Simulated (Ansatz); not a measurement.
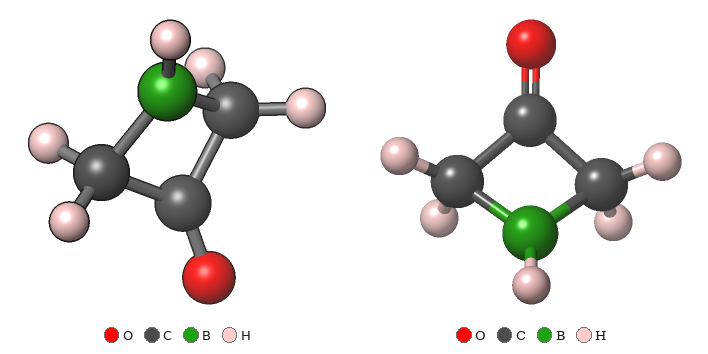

Two views of one molecule.

Count the atoms of each element.

Answer. C3H5BO, 10 atoms: 3 carbon, 5 hydrogen, 1 boron and 1 oxygen.

Describe its rings.

Answer. Independent rings (smallest set): 1 of 4 members.

Name functional groups in it.

Answer. Among them: ketone, B–H bond.

Give the symmetry (Schoenflies symbol).

Answer. Cs.

How many sets of symmetry-equivalent atoms are there?

Answer. 7: 1 O, 1 C, 2 C, 1 B, 2 H, 2 H, 1 H.

The parts below concern this one geometry. Atoms keep their numbers from picture to picture. Computed geometry: PBE0-D4/def2-TZVP optimisation.

**Shape**

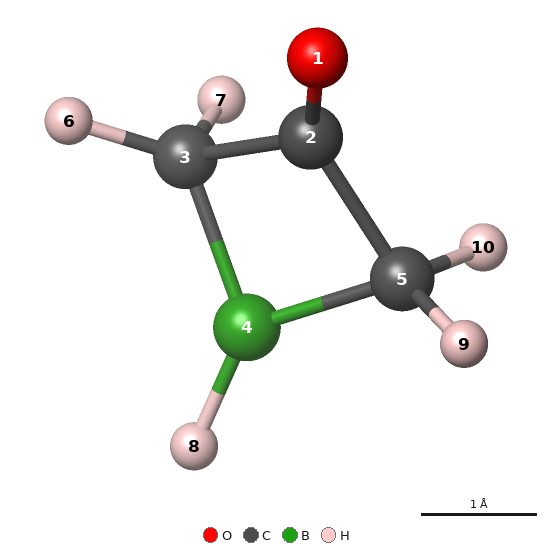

Numbered structure.

Give these bond angles: O1–C2–C3, C3–C2–C5, C3–B4–C5, C3–B4–H8, C2–C3–B4, C2–C3–H6, C2–C3–H7, B4–C3–H6, B4–C3–H7.

```tsv
angle	degrees
O1–C2–C3	131.6
C3–C2–C5	95.3
C3–B4–C5	91.1
C3–B4–H8	134.4
C2–C3–B4	83.8
C2–C3–H6	119.0
C2–C3–H7	109.4
B4–C3–H6	126.5
B4–C3–H7	107.0
```

**Levels of theory compared**

Program: Ansatz 0.2.0.

Compare HOMO energy (eV), dipole (D), HOMO–LUMO gap (eV) at these levels: B3LYP-D4/def2-TZVPP; PBE-D4/def2-TZVPP; r2SCAN-D4/def2-TZVPP; ωB97M-V/def2-TZVPP.

```json
{"level": "B3LYP-D4/def2-TZVPP", "HOMO energy (eV)": "−6.87", "dipole (D)": "3.04", "HOMO–LUMO gap (eV)": "4.87"}
{"level": "PBE-D4/def2-TZVPP", "HOMO energy (eV)": "−5.61", "dipole (D)": "2.82", "HOMO–LUMO gap (eV)": "2.83"}
{"level": "r2SCAN-D4/def2-TZVPP", "HOMO energy (eV)": "−5.88", "dipole (D)": "2.97", "HOMO–LUMO gap (eV)": "3.46"}
{"level": "ωB97M-V/def2-TZVPP", "HOMO energy (eV)": "−9.46", "dipole (D)": "3.05", "HOMO–LUMO gap (eV)": "9.70"}
```

**Vibrations**

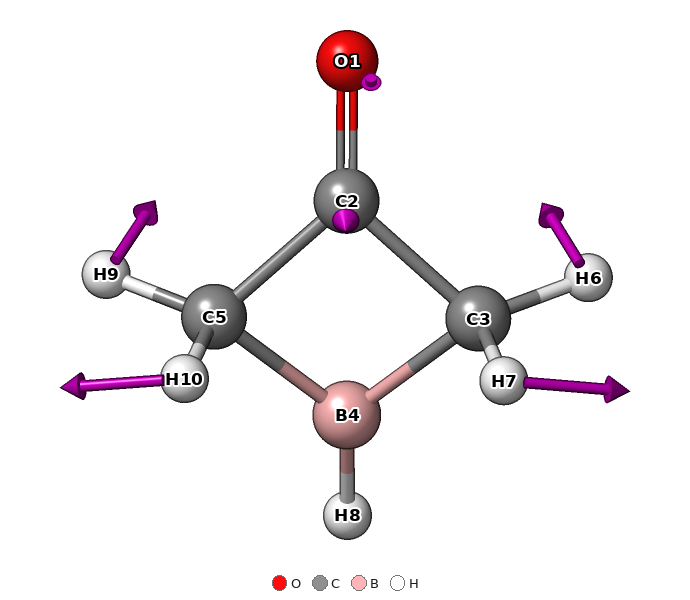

The arrows show one normal mode. Harmonic vibrations computed with RKS PBE0-D4/def2-TZVP (Ansatz 0.2.0) at a stationary point of the same level.

At what wavenumber does it lie?

Answer. 420 cm⁻¹; it is mode 3 of 24 counted from the lowest.

**Charges**

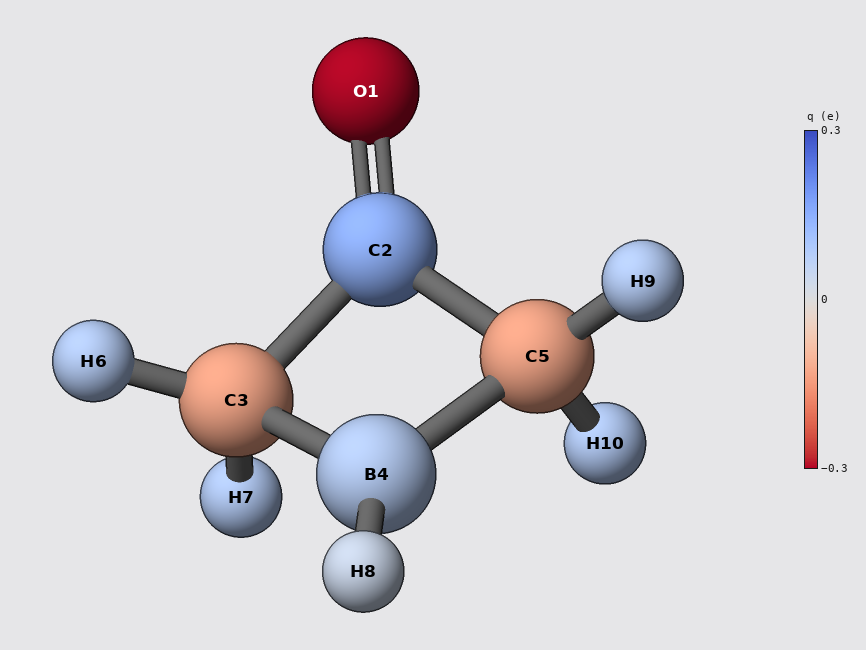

Atoms are coloured by their Mulliken charges. Method: RKS r2SCAN-D4/def2-TZVPP (Ansatz 0.2.0).

Which atom carries the highest charge (most positive or least negative)?

Answer. C2 (0.14 e).

And the lowest?

Answer. O1 (−0.30 e).

Give the Mulliken charges atom by atom.

```json
{"atom": "O1", "value (e)": "−0.30"}
{"atom": "C2", "value (e)": "0.14"}
{"atom": "C3", "value (e)": "−0.12"}
{"atom": "B4", "value (e)": "0.07"}
{"atom": "C5", "value (e)": "−0.12"}
{"atom": "H6", "value (e)": "0.07"}
{"atom": "H7", "value (e)": "0.08"}
{"atom": "H8", "value (e)": "0.03"}
{"atom": "H9", "value (e)": "0.07"}
{"atom": "H10", "value (e)": "0.08"}
```

**Thermal motion**

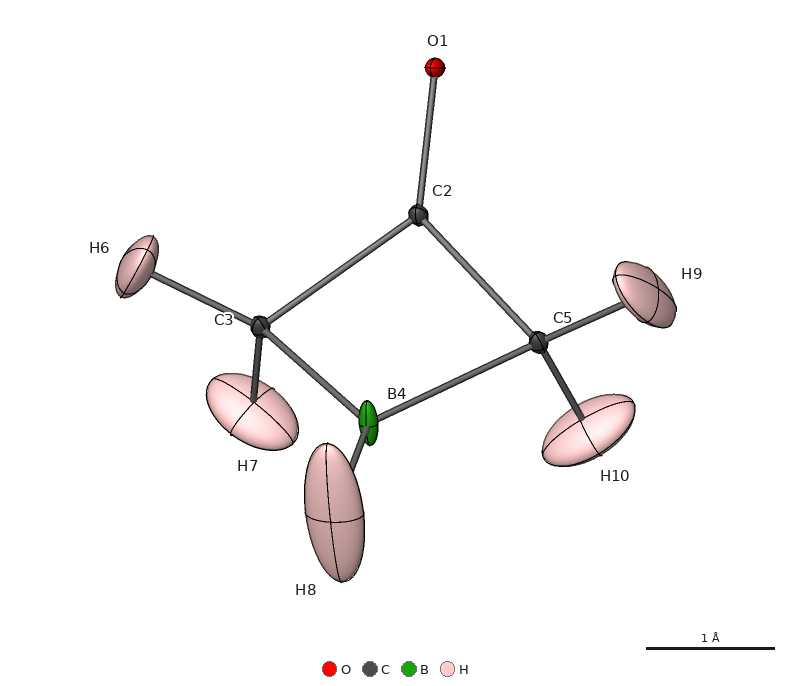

Displacement ellipsoids at the 50 % level, from the internal vibrations of the free molecule (harmonic, no overall translation or rotation; no half-axis is drawn under 0.075 Å). Vibrations computed with RKS PBE0-D4/def2-TZVP (Ansatz 0.2.0). Temperature: 600 K.

Which atom moves most?

Answer. H8, with U_eq = 0.0686 Å².

Does H8 move more along its bond or across it?

Answer. Across it: the root-mean-square amplitude is 0.090 Å along the bond and up to 0.418 Å across, since bending and torsion are softer than stretching.

Give the displacement parameters, one line for each set of equivalent atoms.

| atom | U_eq (Å²) | rms amplitudes (Å) |
| --- | --- | --- |
| O1 | 0.0040 | 0.032, 0.040, 0.096 |
| C2 | 0.0026 | 0.035, 0.040, 0.071 |
| C3, C5 | 0.0032 | 0.036, 0.045, 0.080 |
| B4 | 0.0062 | 0.036, 0.042, 0.125 |
| H6, H9 | 0.0322 | 0.085, 0.161, 0.252 |
| H7, H10 | 0.0371 | 0.098, 0.171, 0.269 |
| H8 | 0.0686 | 0.088, 0.152, 0.418 |

Mulliken values depend strongly on the basis set and can even reverse the polarity of a bond.
